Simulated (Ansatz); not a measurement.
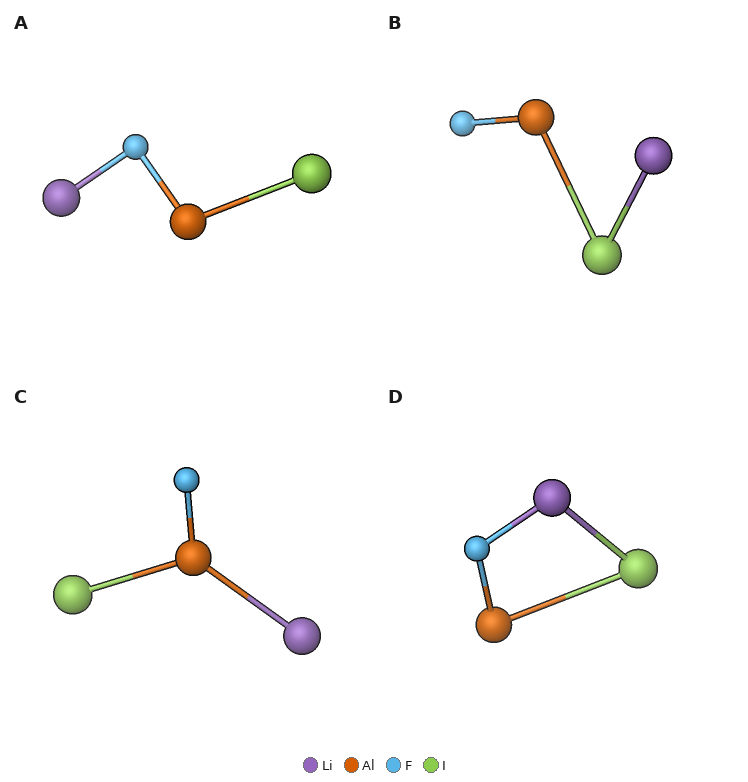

4 stationary structures of one formula. Geometries: PBE0-D4/def2-TZVP. Electronic energies: RHF-CCSD(T) (frozen core)/def2-TZVPP (Ansatz 0.2.0), without zero-point energy. No frequency run is at hand to confirm each as a minimum.

Which structure is the most stable?

D is lowest (Cs); B lies 0.707 eV above it (Cs), A lies 0.797 eV above it (Cs), C lies 0.996 eV above it (Cs).
